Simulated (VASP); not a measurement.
Input:

```xyz
2
Lattice="2.6882 0.0000 0.0000 0.0000 2.6882 0.0000 0.0000 0.0000 3.7410" Properties=species:S:1:pos:R:3 pbc="T T T"
Fe     0.0000     0.0000     0.0000
Pt     1.3441     1.3441     1.8705
```
Starting moments (μB, in the order of the record's atoms Fe Pt): 2.9 0.3.

These are PBE GGA with D3 dispersion (zero damping), VASP's PBE PAW potentials (set 64) (plane waves; VASP) values and carry that method's errors. Numerical set-up: 520 eV cut-off, 15×15×11 Γ-centred mesh, tetrahedra with Blöchl corrections, potentials Fe Pt.

Unless said otherwise, spin-orbit coupling is left out, though it shifts the bands of the heavy elements here.

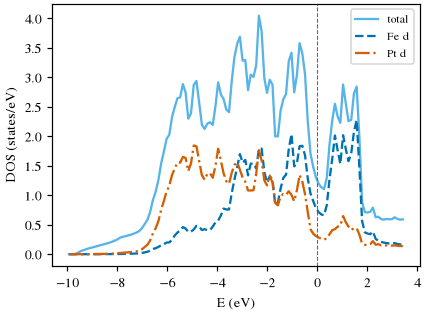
*Total and projected density of states, zero at the Fermi level*

Within 2 eV below the Fermi level the largest weight inside VASP's projection spheres is Fe d, then Pt d.

It has no gap at this level: it comes out as a metal or semimetal.

The compound is FePt in the L1_0 structure. It was relaxed first.
